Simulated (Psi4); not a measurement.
**UM06-2X/aug-cc-pVDZ run of C2F3 (trifluorovinyl radical)**

Aim: the vertical electron affinity of C2F3 (trifluorovinyl radical) at UM06-2X/aug-cc-pVDZ, from 2 runs. 

The results are computed with Psi4 1.11.

7 further runs of the same task are left out: 7 that didn't finish.

## 1. The molecule

C2F3 has 5 atoms, charge 0, and is taken as a doublet. As SMILES, `F[C]=C(F)F`. Geometry: relaxed at PBE0-D4/def2-TZVP.

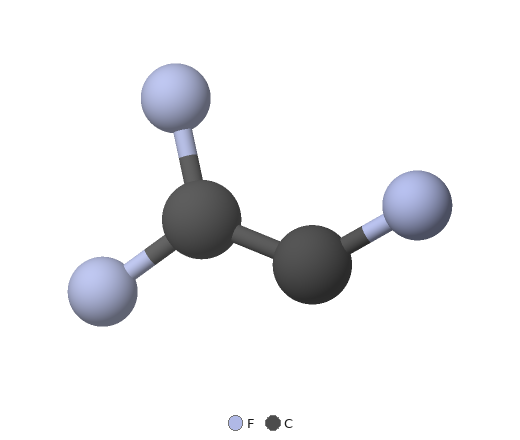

The structure, seen from a chosen angle (fluorine light blue, carbon dark grey).

## 2. The energy at UM06-2X/aug-cc-pVDZ

Contents of run.py:

```python
import numpy as np
from ase.calculators.psi4 import Psi4
from ase import Atoms

atoms = Atoms(['F', 'C', 'C', 'F', 'F'], positions=[
    [0.577720, -1.033470, 1.511080],
    [0.506940, 0.038840, 0.785720],
    [-0.126500, 0.247860, -0.343200],
    [-0.848620, -0.650470, -0.980670],
    [-0.109540, 1.397240, -0.972920],
])
calc = Psi4(atoms=atoms, method='m06-2x', basis='aug-cc-pVDZ', memory='2200MB', num_threads=1, charge=0, multiplicity=2, label='psi4-calc', reference='uks')
calc.psi4.set_options({'puream': True, 'e_convergence': 1e-09, 'd_convergence': 1e-08, 'scf_type': 'pk', 'dft_radial_points': 99, 'dft_spherical_points': 590, 'maxiter': 100})
atoms.calc = calc

print(f'energy: {atoms.get_potential_energy():.6f} eV')
```

Command:

```sh
$ python run.py
```

psi4-calc.dat (excerpt; [...] marks lines left out):

```text
[...]
  Running in c1 symmetry.
[...]
  Nuclear repulsion =  163.403943792540275
[...]
  Multiplicity = 2
[...]
  Nalpha       = 20
  Nbeta        = 19
[...]
    Number of basis functions: 115
[...]
   @UKS iter   1:  -375.47061531218787   -3.13562e-01   2.75612e-03 ADIIS/DIIS
[...]
   @UKS iter  15:  -375.52007440411097   -3.24007e-12   5.08645e-09 DIIS
[...]
   @S^2 Observed:                7.636172025E-01
[...]
    Orbital Energies [Eh]
    ---------------------
    Alpha Occupied:
       1A    -25.344150     2A    -25.327751     3A    -25.326441
       4A    -10.745274     5A    -10.687662     6A     -1.464976
       7A     -1.448416     8A     -1.402937     9A     -0.920247
      10A     -0.769203    11A     -0.713116    12A     -0.699803
      13A     -0.653968    14A     -0.623578    15A     -0.615597
      16A     -0.574045    17A     -0.567323    18A     -0.548290
      19A     -0.381996    20A     -0.345925
    Alpha Virtual:
      21A      0.010778    22A      0.024548    23A      0.038721
      24A      0.045073    25A      0.054086    26A      0.074795
[...]
  @UKS Final Energy:  -375.52007440411097
   => Energetics <=
    Nuclear Repulsion Energy =            163.4039437925402751
    One-Electron Energy =                -843.3131754635180641
    Two-Electron Energy =                 324.5784717485549891
    DFT Exchange-Correlation Energy =     -20.1893144816882177
    Empirical Dispersion Energy =           0.0000000000000000
    VV10 Nonlocal Energy =                  0.0000000000000000
    Total Energy =                       -375.5200744041109715
[...]
 Multipole Moments:
 ------------------------------------------------------------------------------------
     Multipole            Electronic (a.u.)      Nuclear  (a.u.)        Total (a.u.)
 ------------------------------------------------------------------------------------
 L = 1.  Multiply by 2.5417464519 to convert [e a0] to [Debye]
 Dipole X            :         -0.1712768            0.2658599            0.0945832
 Dipole Y            :         -0.1728730            0.2003523            0.0274794
 Dipole Z            :         -0.1742267            0.3092400            0.1350134
 Magnitude           :                                                    0.1671218
[...]
```

Standard output:

```text
energy: -10218.421705 eV
```

It took 51 s on 1 thread of Intel Xeon 6975P-C (Granite Rapids), shared host; peak memory 0.82 GiB.

## 3. The singlet anion at the same level

Contents of job.in:

```
memory 2200 MB

molecule mol {
  -1 1
  F      0.577720    -1.033470     1.511080
  C      0.506940     0.038840     0.785720
  C     -0.126500     0.247860    -0.343200
  F     -0.848620    -0.650470    -0.980670
  F     -0.109540     1.397240    -0.972920
  units angstrom
  symmetry c1
}

set globals {
  puream               true
  e_convergence        1e-09
  d_convergence        1e-08
  scf_type             pk
  dft_radial_points    99
  dft_spherical_points 590
}

E, wfn = energy('m06-2x/aug-cc-pVDZ', return_wfn=True)
print_variables()
```

Command:

```sh
$ psi4 job.in job.out -n 1
```

job.out (excerpt; [...] marks lines left out):

```text
[...]
  Running in c1 symmetry.
[...]
  Nuclear repulsion =  163.403943792540275
[...]
  Multiplicity = 1
[...]
  Nalpha       = 20
  Nbeta        = 20
[...]
    Number of basis functions: 115
[...]
   @RKS iter   1:  -375.39535891997718   -2.38306e-01   4.93346e-03 DIIS/ADIIS
[...]
   @RKS iter  14:  -375.57534758244572   -1.06866e-11   5.19963e-09 DIIS
[...]
    Orbital Energies [Eh]
    ---------------------
    Doubly Occupied:
       1A    -25.092041     2A    -25.089284     3A    -25.064451
       4A    -10.455475     5A    -10.342972     6A     -1.228813
       7A     -1.173060     8A     -1.167652     9A     -0.631645
      10A     -0.519365    11A     -0.463986    12A     -0.439618
      13A     -0.415676    14A     -0.350046    15A     -0.350010
      16A     -0.343625    17A     -0.327130    18A     -0.314401
      19A     -0.061638    20A     -0.016420
[...]
  @RKS Final Energy:  -375.57534758244572
   => Energetics <=
    Nuclear Repulsion Energy =            163.4039437925402751
    One-Electron Energy =                -853.3921910067092540
    Two-Electron Energy =                 334.7672245147628018
    DFT Exchange-Correlation Energy =     -20.3543248830395846
    Empirical Dispersion Energy =           0.0000000000000000
    VV10 Nonlocal Energy =                  0.0000000000000000
    Total Energy =                       -375.5753475824457155
[...]
 Multipole Moments:
 ------------------------------------------------------------------------------------
     Multipole            Electronic (a.u.)      Nuclear  (a.u.)        Total (a.u.)
 ------------------------------------------------------------------------------------
 L = 1.  Multiply by 2.5417464519 to convert [e a0] to [Debye]
 Dipole X            :         -1.1592064            0.2658599           -0.8933464
 Dipole Y            :         -0.8122252            0.2003523           -0.6118729
 Dipole Z            :         -1.3833375            0.3092400           -1.0740975
 Magnitude           :                                                    1.5251694
[...]
```

It took 32 s on 1 thread of Intel Xeon 6975P-C (Granite Rapids), shared host; peak memory 0.8 GiB.

## 4. What came out

At UM06-2X/aug-cc-pVDZ:

```
                                                            quantity          value
                                          doublet C2F3: total energy  -375.52007 Eh
                                         doublet C2F3: dipole moment         0.42 D
                    doublet C2F3: HOMO energy (highest over α and β)       -8.96 eV
                     doublet C2F3: LUMO energy (lowest over α and β)       -2.66 eV
                                                  doublet C2F3: ⟨S²⟩          0.764
                                         singlet anion: total energy  -375.57535 Eh
                                          singlet anion: HOMO energy       -0.45 eV
                                          singlet anion: LUMO energy        4.14 eV
singlet anion: HOMO–LUMO gap (to an unbound level, set by the basis)        4.59 eV
                   vertical electron affinity (to the singlet anion)       1.504 eV
```

What this shows: At fixed nuclei the extra electron is bound by 1.50 eV (145 kJ/mol).
